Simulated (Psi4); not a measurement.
# BHF2 (SMILES FBF) at HF/def2-SVP (ints tolerance 1e-06, sweep point 3)

Aim: the vertical electron affinity of BHF2 at HF/def2-SVP (ints tolerance 1e-06, sweep point 3), from 2 runs. 

The calculation is run with Psi4 1.11.

4 further runs of the same task are left out: 4 set aside as unsound or not needed. Runs told in other sessions of the task aren't counted.

### Step 1. The structure to begin with

The species is BHF2 (4 atoms), meant as a singlet with charge 0. SMILES: `FBF`. Geometry: relaxed at PBE0-D4/def2-TZVP.

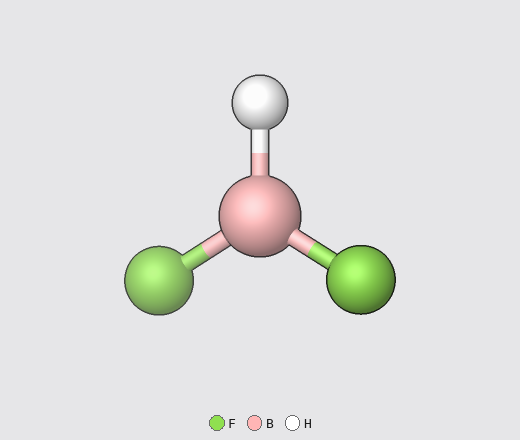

Viewed from a chosen angle; fluorine green, boron pink, hydrogen white.

### Step 2. A single-point energy at HF/def2-SVP (ints tolerance 1e-06, sweep point 3)

Input file calc.py:

```python
import psi4

psi4.set_memory('1600 MB')
psi4.set_num_threads(1)
psi4.set_output_file('output.dat', False)

molecule = psi4.geometry("""
0 1
F      1.154300     0.456900    -0.361900
B     -0.001900    -0.031000     0.025200
F     -1.095400     0.528700    -0.438900
H     -0.057000    -0.954600     0.775600
symmetry c1
""")

psi4.set_options({
    'puream': True,
    'scf_type': 'direct',
    'ints_tolerance': 1e-06,
    'maxiter': 60,
})

result, w = psi4.energy('scf/def2-SVP', return_wfn=True)
print(f'scf/def2-SVP energy: {result:.10f} Eh')
```

Command:

```
$ python calc.py
```

output.dat:

```text
[...]
  Running in c1 symmetry.
[...]
  Nuclear repulsion =   61.888554759542060
[...]
  Multiplicity = 1
[...]
  Nalpha       = 12
  Nbeta        = 12
[...]
    Number of basis functions: 47
[...]
   @DF-RHF iter   1:  -224.04096193725786   -8.29501e-01   7.36693e-03 ADIIS/DIIS
[...]
   @RHF iter   9:  -224.08368046509275   -6.88564e-09   5.45886e-07 DIIS
[...]
    Orbital Energies [Eh]
    ---------------------
    Doubly Occupied:
       1A    -26.313921     2A    -26.313874     3A     -7.735600
       4A     -1.629093     5A     -1.596583     6A     -0.826716
       7A     -0.770854     8A     -0.750244     9A     -0.721119
      10A     -0.666392    11A     -0.658747    12A     -0.558660
[...]
  @RHF Final Energy:  -224.08368046509275
   => Energetics <=
    Nuclear Repulsion Energy =             61.8885547595420604
    One-Electron Energy =                -434.8608737916883911
    Two-Electron Energy =                 148.8886385670535901
    Total Energy =                       -224.0836804650927547
[...]
 Multipole Moments:
 ------------------------------------------------------------------------------------
     Multipole            Electronic (a.u.)      Nuclear  (a.u.)        Total (a.u.)
 ------------------------------------------------------------------------------------
 L = 1.  Multiply by 2.5417464519 to convert [e a0] to [Debye]
 Dipole X            :          0.0469609           -0.0675938           -0.0206329
 Dipole Y            :          0.7909636           -1.1322755           -0.3413119
 Dipole Z            :         -0.6426122            0.9199550            0.2773428
 Magnitude           :                                                    0.4402710
[...]
```

Standard output:

```text
scf/def2-SVP energy: -224.0836804651 Eh
```

It took 2 s on 1 thread of AMD EPYC 7B13 (Zen 3), shared host; peak memory 0.18 GiB.

### Step 3. The doublet anion

Input file calc.py:

```python
import psi4

psi4.set_memory('1600 MB')
psi4.set_num_threads(1)
psi4.set_output_file('psi4.out', False)

mol = psi4.geometry("""
-1 2
F      1.154300     0.456900    -0.361900
B     -0.001900    -0.031000     0.025200
F     -1.095400     0.528700    -0.438900
H     -0.057000    -0.954600     0.775600
units angstrom
symmetry c1
""")

psi4.set_options({
    'reference': 'uhf',
    'puream': True,
    'scf_type': 'direct',
    'ints_tolerance': 1e-06,
    'maxiter': 100,
})

e, wfn = psi4.energy('scf/def2-SVP', molecule=mol, return_wfn=True)
print(f'total energy {e:.8f} hartree = {e * 27.211386:.5f} eV')
```

Command:

```
$ python calc.py
```

psi4.out:

```text
[...]
  Running in c1 symmetry.
[...]
  Nuclear repulsion =   61.888554759542060
[...]
  Multiplicity = 2
[...]
  Nalpha       = 13
  Nbeta        = 12
[...]
    Number of basis functions: 47
[...]
   @DF-UHF iter   1:  -223.91140241720825   -6.99941e-01   8.21957e-03 ADIIS/DIIS
[...]
   @UHF iter  11:  -223.96860246606008   -8.27686e-09   5.80687e-07 DIIS
[...]
   @S^2 Observed:                7.604744530E-01
[...]
    Orbital Energies [Eh]
    ---------------------
    Alpha Occupied:
       1A    -26.007835     2A    -26.007798     3A     -7.374764
       4A     -1.334254     5A     -1.303007     6A     -0.539670
       7A     -0.476275     8A     -0.458866     9A     -0.455239
      10A     -0.410545    11A     -0.367028    12A     -0.261576
      13A      0.092949
    Alpha Virtual:
      14A      0.426407    15A      0.492462    16A      0.579697
      17A      0.589544    18A      0.684567    19A      0.966734
      20A      1.026577    21A      1.142508    22A      1.467978
      23A      1.603718    24A      1.618068    25A      1.618834
[...]
  @UHF Final Energy:  -223.96860246606008
   => Energetics <=
    Nuclear Repulsion Energy =             61.8885547595420604
    One-Electron Energy =                -442.0007973915041930
    Two-Electron Energy =                 156.1436401659020703
    Total Energy =                       -223.9686024660600765
  UHF NO Occupations:
  HONO-2 :   11  A 1.9996974
  HONO-1 :   12  A 1.9954400
  HONO-0 :   13  A 1.0000000
  LUNO+0 :   14  A 0.0045600
  LUNO+1 :   15  A 0.0003026
[...]
 Multipole Moments:
 ------------------------------------------------------------------------------------
     Multipole            Electronic (a.u.)      Nuclear  (a.u.)        Total (a.u.)
 ------------------------------------------------------------------------------------
 L = 1.  Multiply by 2.5417464519 to convert [e a0] to [Debye]
 Dipole X            :          0.0965635           -0.0675938            0.0289697
 Dipole Y            :          1.6203025           -1.1322755            0.4880270
 Dipole Z            :         -1.3166303            0.9199550           -0.3966753
 Magnitude           :                                                    0.6295720
[...]
```

On the terminal:

```text
total energy -223.96860247 hartree = -6094.49609 eV
```

Run time: 2.1 s. Hardware: 1 thread of AMD EPYC 7B13 (Zen 3), shared host; peak memory 0.19 GiB.

### Step 4. Summary of results

At HF/def2-SVP (ints tolerance 1e-06, sweep point 3):

| quantity | value |
| --- | --- |
| singlet BHF2: total energy | -224.08368 Eh |
| singlet BHF2: dipole moment | 1.12 D |
| singlet BHF2: HOMO energy | -15.20 eV |
| singlet BHF2: LUMO energy | 3.66 eV |
| singlet BHF2: HOMO–LUMO gap | 18.86 eV |
| doublet anion: total energy | -223.96860 Eh |
| doublet anion: HOMO energy (highest over α and β) | 2.53 eV |
| doublet anion: LUMO energy (lowest over α and β) | 11.60 eV |
| doublet anion: ⟨S²⟩ | 0.760 |
| vertical electron affinity (to the doublet anion) | -3.131 eV |

**Reading.** The anion lies 3.13 eV (72 kcal/mol) above the neutral: the electron isn't bound at this level, and such a value depends on the basis. Without diffuse functions anions come out too high. Hartree–Fock misses the correlation that binds many anions. The HOMO (doublet anion) lies at positive energy, 2.53 eV: the electron is unbound at this level or held by a compact basis; values depend on the basis.
